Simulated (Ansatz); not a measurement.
**Ge$_{5}$Te$_{5}$: density, localisation and related maps**

Input

```
crystal:
  periodic: [false, false, false]
  atoms:
    - {symbol: Ge, position_ang: [2.802754, -0.163717, -0.349060]}
    - {symbol: Ge, position_ang: [-1.161438, -1.741364, 1.248381]}
    - {symbol: Ge, position_ang: [0.561448, 2.457133, 0.874473]}
    - {symbol: Ge, position_ang: [-1.660863, 1.146462, 0.843803]}
    - {symbol: Ge, position_ang: [0.252945, -0.504158, -2.757754]}
    - {symbol: Te, position_ang: [-2.933183, -0.191821, 2.615026]}
    - {symbol: Te, position_ang: [1.263432, 1.861150, -1.652845]}
    - {symbol: Te, position_ang: [1.037892, -0.018724, 1.871694]}
    - {symbol: Te, position_ang: [1.842746, -2.272432, -1.596050]}
    - {symbol: Te, position_ang: [-2.005723, -0.572508, -1.097669]}
basis:
  gaussian: {orbitals: def2-SVP, initial_orbitals: start.molden}
hamiltonian: {xc: pbe0, dispersion: d4}
scf: {omitted_lower_state_checks: [starts]}
output: {forces: true, orbitals: {seedname: orbitals}}
```

Run with:

```sh
ansatz run in.yaml --threads 4 --pin off --events-out ev --progress --plain --max-ram 6963MiB
```

Geometry: r2SCAN-D4/def2-SVP; core potentials replace the inner electrons of Te.

Computed with Ansatz 0.2.0, RKS PBE0-D4/def2-SVP.

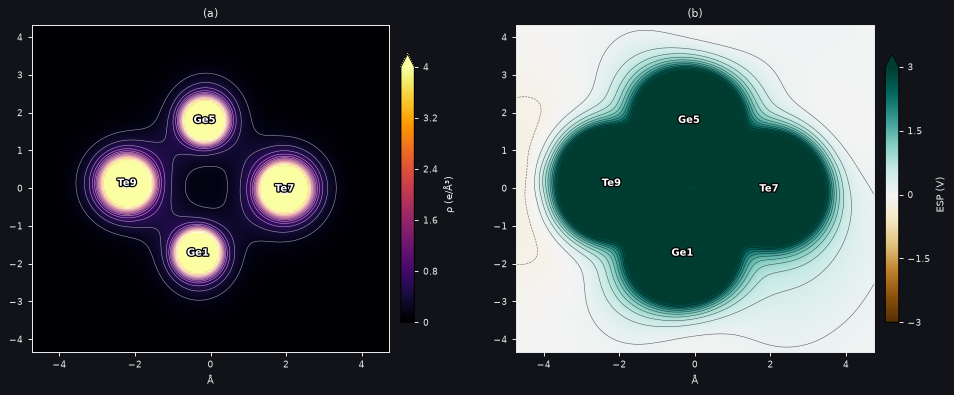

Figure 1. (a) electron density; (b) electrostatic potential on the plane of atoms Te7, Ge1 and Te9.

Q: Interpret the plot.

A: The plane passes through Ge and Te nuclei. Ge–Te (2.63 Å): ρ is about 0.47 e/Å³ halfway. Ge–Te (2.80 Å): ρ is about 0.35 e/Å³ halfway. Ge–Te (2.86 Å): the density is about 0.33 e/Å³ at the midpoint. The potential has no marked negative region in this plane.

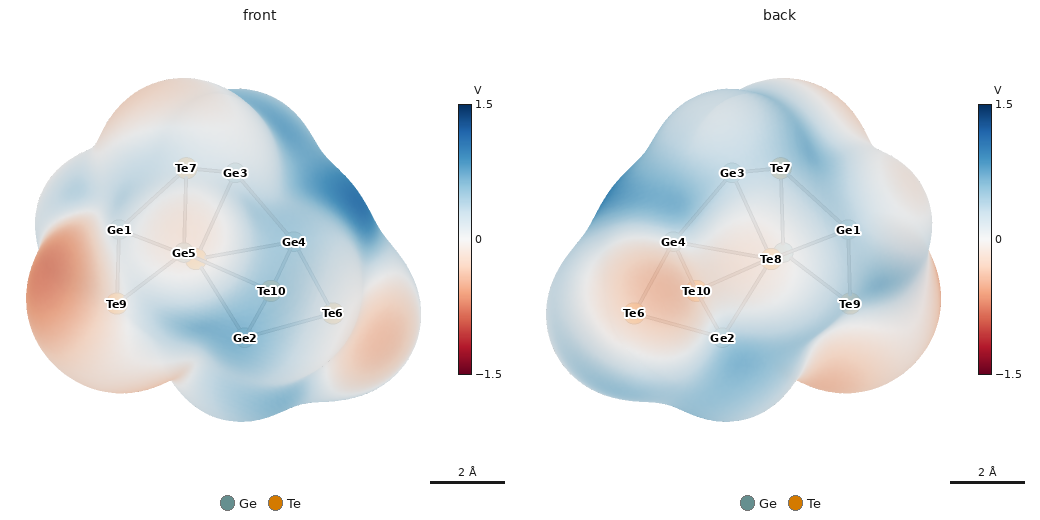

Figure 2. The electrostatic potential painted on the density surface at 0.001 e/bohr³, seen from the front and from behind; red is negative and blue positive.

Q: Describe the electrostatic potential map.

A: The most negative region (about −0.7 V, or −16 kcal/mol for a unit charge) lies over Te9, the most positive (about +1.0 V, or +23 kcal/mol for a unit charge) over Ge4.

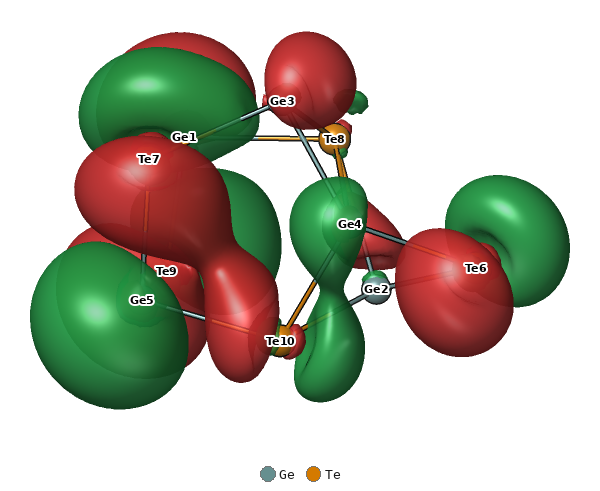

Figure 3. The HOMO at ±0.05 Å⁻³ᐟ² (green and red are the two phases), seen at a tilt.

Q: Where does this orbital lie, and at what energy?

A: Its weight (Hirshfeld) is mainly on Te9 (about 25 %), Ge5 (about 20 %), Te7 (about 15 %), Ge1 (about 10 %) and Te6 (about 10 %). Its energy is −5.80 eV.
